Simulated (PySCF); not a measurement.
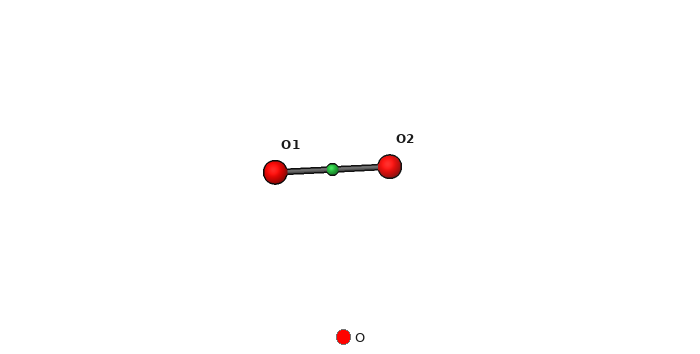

O$_{2}$, triplet, SMILES `O=O`. Molecular graph of the electron density (QTAIM): bond paths, bond critical points (green), ring points (magenta, if any); weak paths are dashed.

Method: PBE0/6-31G*; geometry: GFN2-xTB; program: PySCF. No frequency check shows the geometry to be a minimum. The stability of the open-shell solution wasn't checked. GFN2-xTB doesn't know the spin state, so this open-shell geometry is rough.

**How many critical points of each kind are there, and does the count close?**

2 nuclei, 1 bond, 0 ring and 0 cage critical points: 2 − 1 + 0 − 0 = 1, as the Poincaré–Hopf relation requires.

**Tabulate density, Laplacian, ellipticity and energy density at the bond critical points (atomic units).**

| bond | length (Å) | ρ (a.u.) | ∇²ρ (a.u.) | ε | H (a.u.) |
| --- | --- | --- | --- | --- | --- |
| O1–O2 | 1.210 | 0.524 | −0.65 | 0.00 | −0.641 |

**What kind of interaction is O1–O2?**

Shared-shell (covalent): ρ = 0.524, ∇²ρ = −0.65, H = −0.641 a.u.
